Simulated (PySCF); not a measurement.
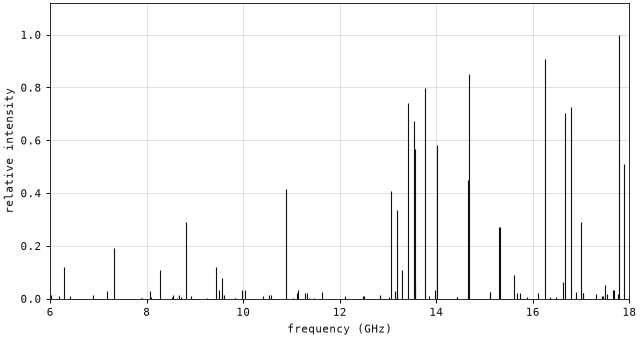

Simulated rotational absorption lines between 6 and 18 GHz at 10 K: rigid rotor with the equilibrium constants and dipole of one optimised conformer (PBE0-D3(BJ)/def2-SVP, PySCF), commonest isotopes; no centrifugal distortion, hyperfine structure, internal rotation or nuclear-spin weights; lines within 1 MHz of each other are summed.

**Which molecule gives this spectrum?**
A. C₄H₆FN, SMILES C=C(F)/C=N\C
B. C₆H₁₀O, SMILES CC(=O)C=C(C)C
C. C₅H₅Cl, SMILES C#C/C=C\CCl

Option A. Rotational constants A, B, C = 7.546, 2.458, 1.879 GHz, |μa|, |μb|, |μc| = 0.28, 2.03, 0.04 D.

Note: coarse grid, loose stop and no frequency check, small forces are noise and the end may be a saddle.
